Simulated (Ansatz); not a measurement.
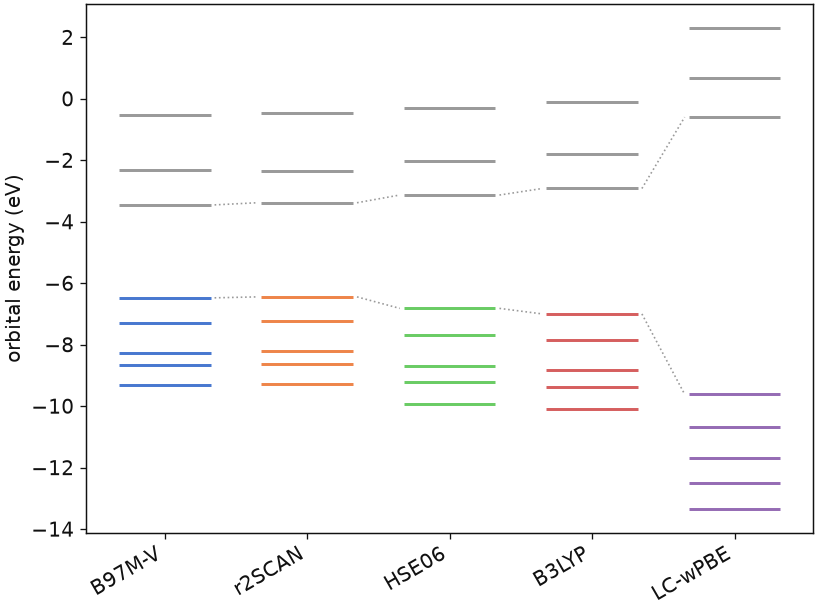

Frontier orbital energies of B₂SiH₄S, SMILES B[Si@H]1BS1 at one geometry, def2-TZVPP, the Ansatz code, at a PBE0-D4/def2-TZVP geometry (a minimum by its frequencies). Empty levels are grey, levels within 0.1 eV stand side by side; all columns show the same few orbitals around the gap. Dotted lines join the HOMOs and the LUMOs.

Q: How do the frontier levels move from column to column?

A: The separation grows from 3.02 eV (B97M-V) to 9.02 eV (LC-wPBE).

```csv
level,HOMO (eV),LUMO (eV),separation (eV)
B97M-V,−6.47,−3.45,3.02
r2SCAN,−6.44,−3.38,3.06
HSE06,−6.82,−3.13,3.69
B3LYP,−7.00,−2.92,4.08
LC-wPBE,−9.61,−0.60,9.02
```

Limits of at least one run: empty levels above zero depend strongly on the basis.
